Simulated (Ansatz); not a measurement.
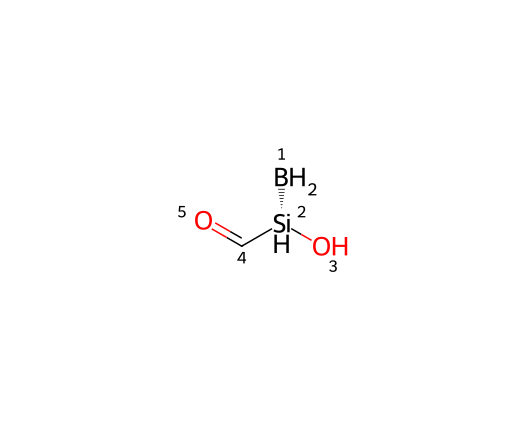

A structural formula, with wedges where it has stereocentres; small numbers name the atoms. The configuration is that of a computed structure (PBE0-D4/def2-TZVP).

Assign CIP descriptors.

Si2: S.
